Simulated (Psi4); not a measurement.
# C2F4O (trifluoroacetyl fluoride): HSE06/cc-pVDZ

Aim: the energy change on altering one bond length of C2F4O (trifluoroacetyl fluoride) at HSE06/cc-pVDZ, from 2 runs. 

The results are computed with Psi4 1.11.

## 1. The structure to begin with

C2F4O has 7 atoms, charge 0, and is taken as a singlet. SMILES: `O=C(F)C(F)(F)F`. The coordinates come from a PBE0-D4/def2-TZVP relaxation.

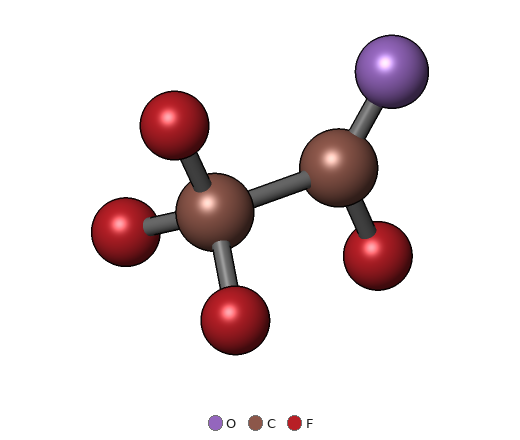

Viewed from a chosen angle; oxygen purple, carbon brown, fluorine red.

## 2. Energy and forces at HSE06/cc-pVDZ

job.in

```
memory 2200 MB

molecule geom {
  O
  C 1 1.172007
  F 2 1.325825 1 124.03639
  C 2 1.54187 1 126.444 3 179.97826
  F 4 1.329569 2 109.82491 1 120.48043
  F 4 1.329637 5 108.69957 2 -120.14246
  F 4 1.318381 5 109.13886 6 -118.93529
  symmetry c1
}

set {
  basis                cc-pVDZ
  puream               true
  e_convergence        1e-09
  d_convergence        1e-08
  scf_type             pk
  dft_radial_points    99
  dft_spherical_points 590
}

e_tot, wfn = gradient("hse06", return_wfn=True)
oeprop(wfn, "LOWDIN_CHARGES", "MULLIKEN_CHARGES", "DIPOLE", title="HSE06")
```

Command:

```bash
psi4 -i job.in -o job.out -n 1
```

job.out:

```text
[...]
  Running in c1 symmetry.
[...]
  Nuclear repulsion =  336.982293346171559
[...]
  Multiplicity = 1
[...]
  Nalpha       = 28
  Nbeta        = 28
[...]
    Number of basis functions: 98
[...]
   @RKS iter   1:  -550.20745540339340   -9.51679e-02   6.55622e-03 ADIIS/DIIS
[...]
   @RKS iter  12:  -550.34801188857784    4.54747e-13   8.96148e-09 DIIS
[...]
    Orbital Energies [Eh]
    ---------------------
    Doubly Occupied:
       1A    -24.835850     2A    -24.833839     3A    -24.833433
       4A    -24.833419     5A    -19.263721     6A    -10.499546
       7A    -10.422337     8A     -1.374657     9A     -1.311305
      10A     -1.280919    11A     -1.279276    12A     -1.135732
      13A     -0.789612    14A     -0.686293    15A     -0.636475
      16A     -0.631915    17A     -0.621878    18A     -0.539660
      19A     -0.527932    20A     -0.499952    21A     -0.495542
      22A     -0.493147    23A     -0.461745    24A     -0.458913
      25A     -0.437041    26A     -0.420038    27A     -0.414240
      28A     -0.342525
[...]
  @RKS Final Energy:  -550.34801188857784
   => Energetics <=
    Nuclear Repulsion Energy =            336.9822933461715593
    One-Electron Energy =               -1432.1535273066956506
    Two-Electron Energy =                 591.8365417432161166
    DFT Exchange-Correlation Energy =     -47.0133196712698052
    Empirical Dispersion Energy =           0.0000000000000000
    VV10 Nonlocal Energy =                  0.0000000000000000
    Total Energy =                       -550.3480118885778438
[...]
  -Total Gradient:
     Atom            X                  Y                   Z
    ------   -----------------  -----------------  -----------------
       1        0.000007356002    -0.000342942398     0.013887000641
       2       -0.000002472895    -0.007457463338    -0.011663247965
       3       -0.000003603225     0.005148111231    -0.003776682074
       4       -0.000001532476     0.006870803799     0.004369173203
       5        0.003704366162     0.000157401053    -0.003192139339
       6       -0.003713983507     0.000141793848    -0.003166828658
       7        0.000010708939    -0.004510755618     0.003592980440
[...]
 Multipole Moments:
 ------------------------------------------------------------------------------------
     Multipole            Electronic (a.u.)      Nuclear  (a.u.)        Total (a.u.)
 ------------------------------------------------------------------------------------
 L = 1.  Multiply by 2.5417464519 to convert [e a0] to [Debye]
 Dipole X            :          0.0002107           -0.0005782           -0.0003675
 Dipole Y            :          0.7517820           -0.7227778            0.0290042
 Dipole Z            :          1.9287810           -1.6645755            0.2642055
 Magnitude           :                                                    0.2657930
[...]
  Mulliken Charges: (a.u.)
   Center  Symbol    Alpha    Beta     Spin     Total
       1     O     4.06688  4.06688  0.00000 -0.13376
       2     C     2.89667  2.89667  0.00000  0.20666
       3     F     4.56573  4.56573  0.00000 -0.13146
       4     C     2.75682  2.75682  0.00000  0.48636
       5     F     4.57410  4.57410  0.00000 -0.14820
       6     F     4.57414  4.57414  0.00000 -0.14829
       7     F     4.56566  4.56566  0.00000 -0.13132
   Total alpha = 28.00000, Total beta = 28.00000, Total charge =  0.00000
  Lowdin Charges: (a.u.)
[...]
```

Run time: 66 s. Hardware: 1 thread of Intel Xeon Platinum 8375C at 2.90GHz (Ice Lake), shared host; peak memory 1.4 GiB.

## 3. The distorted shape, same level

c2f4o.xyz

```xyz
7
C2F4O
O      0.697396    -1.519693     0.795152
C     -0.274804    -0.921633     0.529162
F     -1.500624    -1.324533     0.833872
C     -0.345634     0.428327    -0.212428
F     -1.061664     0.294747    -1.324728
F     -0.928114     1.338057     0.562842
F      1.230750     0.963590    -0.619810
```

run.py

```python
import psi4

psi4.set_memory('2200 MB')
psi4.set_num_threads(1)
psi4.set_output_file('run.log', False)

with open('c2f4o.xyz') as f:
    atoms = ''.join(f.readlines()[2:])
m = psi4.geometry('0 1\n' + atoms + 'symmetry c1\nno_reorient\nno_com')

options = {'puream': True, 'e_convergence': 1e-09, 'd_convergence': 1e-08, 'scf_type': 'pk', 'dft_radial_points': 99, 'dft_spherical_points': 590}
psi4.set_options(options)

energy_value, wavefunction = psi4.gradient("hse06/cc-pVDZ", return_wfn=True)
print('gradient / Eh bohr^-1')
print(energy_value.np.round(6))
print(f'energy = {wavefunction.energy():.10f} Eh')
for k, v in sorted(psi4.core.scalar_variables().items()):
    print(f'{k:45s} {v:18.10f}')
```

Command:

```bash
python run.py
```

run.log, cut to the lines that bear on the results:

```text
[...]
  Running in c1 symmetry.
[...]
  Nuclear repulsion =  323.089074049314092
[...]
  Multiplicity = 1
[...]
  Nalpha       = 28
  Nbeta        = 28
[...]
    Number of basis functions: 98
[...]
   @RKS iter   1:  -550.10993262840759   -3.79623e-01   7.15724e-03 DIIS/ADIIS
[...]
   @RKS iter  13:  -550.28892295447940   -1.13687e-13   2.16602e-09 DIIS
[...]
  @RKS Final Energy:  -550.28892295447940
   => Energetics <=
    Nuclear Repulsion Energy =            323.0890740493140925
    One-Electron Energy =               -1404.4810079177123043
    Two-Electron Energy =                 577.9889165254028285
    DFT Exchange-Correlation Energy =     -46.8859056114840556
    Empirical Dispersion Energy =           0.0000000000000000
    VV10 Nonlocal Energy =                  0.0000000000000000
    Total Energy =                       -550.2889229544794034
[...]
 Multipole Moments:
 ------------------------------------------------------------------------------------
     Multipole            Electronic (a.u.)      Nuclear  (a.u.)        Total (a.u.)
 ------------------------------------------------------------------------------------
 L = 1.  Multiply by 2.5417464519 to convert [e a0] to [Debye]
 Dipole X            :         34.1431604          -34.9227586           -0.7795982
 Dipole Y            :          6.8763853           -6.9364873           -0.0601020
 Dipole Z            :         -6.2079348            6.2950632            0.0871284
 Magnitude           :                                                    0.7867509
[...]
  -Total Gradient:
     Atom            X                  Y                   Z
    ------   -----------------  -----------------  -----------------
       1       -0.007118010209     0.005452975124    -0.002546918090
       2       -0.016254104856    -0.009533789053     0.006422168823
       3        0.005467399597    -0.003384944442     0.001502958593
       4       -0.042022094587    -0.025289559822     0.016954399977
       5       -0.021896231667    -0.007170722201    -0.009437576873
       6       -0.020283117447     0.005445130854     0.013384300874
       7        0.102101828366     0.034502830401    -0.026295511323
[...]
```

On the terminal:

```text
gradient / Eh bohr^-1
[[-0.007118  0.005453 -0.002547]
 [-0.016254 -0.009534  0.006422]
 [ 0.005467 -0.003385  0.001503]
 [-0.042022 -0.02529   0.016954]
 [-0.021896 -0.007171 -0.009438]
 [-0.020283  0.005445  0.013384]
 [ 0.102102  0.034503 -0.026296]]
energy = -550.2889229545 Eh
CURRENT ENERGY                                   -550.2889229545
CURRENT REFERENCE ENERGY                         -550.2889229545
DD SOLVATION ENERGY                                 0.0000000000
DFT FUNCTIONAL TOTAL ENERGY                      -550.2889229545
DFT TOTAL ENERGY                                 -550.2889229545
DFT VV10 ENERGY                                     0.0000000000
DFT XC ENERGY                                     -46.8859056115
GRID ELECTRONS ALPHA                               27.9999995487
GRID ELECTRONS BETA                                27.9999995487
GRID ELECTRONS TOTAL                               55.9999990974
NUCLEAR REPULSION ENERGY                          323.0890740493
ONE-ELECTRON ENERGY                             -1404.4810079177
PCM POLARIZATION ENERGY                             0.0000000000
PE ENERGY                                           0.0000000000
SCF ITERATION ENERGY                             -550.2889229545
SCF ITERATIONS                                     13.0000000000
SCF TOTAL ENERGY                                 -550.2889229545
TWO-ELECTRON ENERGY                               577.9889165254
XC GRID RADIAL POINTS                              99.0000000000
XC GRID SPHERICAL POINTS                          590.0000000000
XC GRID TOTAL POINTS                           386695.0000000000
```

Run time: 66 s. Hardware: 1 thread of Intel Xeon Platinum 8375C at 2.90GHz (Ice Lake), shared host; peak memory 1.3 GiB.

## 4. What came out

At HSE06/cc-pVDZ:

```
                                                         quantity          value
                                        first shape: total energy  -550.34801 Eh
                                       first shape: dipole moment         0.68 D
                                         first shape: HOMO energy       -9.32 eV
                                         first shape: LUMO energy       -1.83 eV
                                       first shape: HOMO–LUMO gap        7.49 eV
                            first shape: largest force on an atom     0.714 eV/Å
                                    distorted shape: total energy  -550.28892 Eh
                                   distorted shape: dipole moment         2.00 D
                                     distorted shape: HOMO energy       -9.63 eV
                                     distorted shape: LUMO energy       -2.23 eV
                                   distorted shape: HOMO–LUMO gap        7.40 eV
                        distorted shape: largest force on an atom     5.705 eV/Å
energy change with the C4–F7 bond stretched from 1.318 to 1.714 Å       1.608 eV
```

In words: With the C4–F7 bond stretched from 1.318 to 1.714 Å the energy rises by 1.61 eV (155 kJ/mol). The first shape isn't relaxed at this level, so the change isn't measured from a minimum. The largest force (first shape) is 0.71 eV/Å: the shape isn't a stationary point for this species at this level. Mulliken charges (first shape) run from -0.15 on F6 to +0.49 on C4; they depend strongly on the basis.
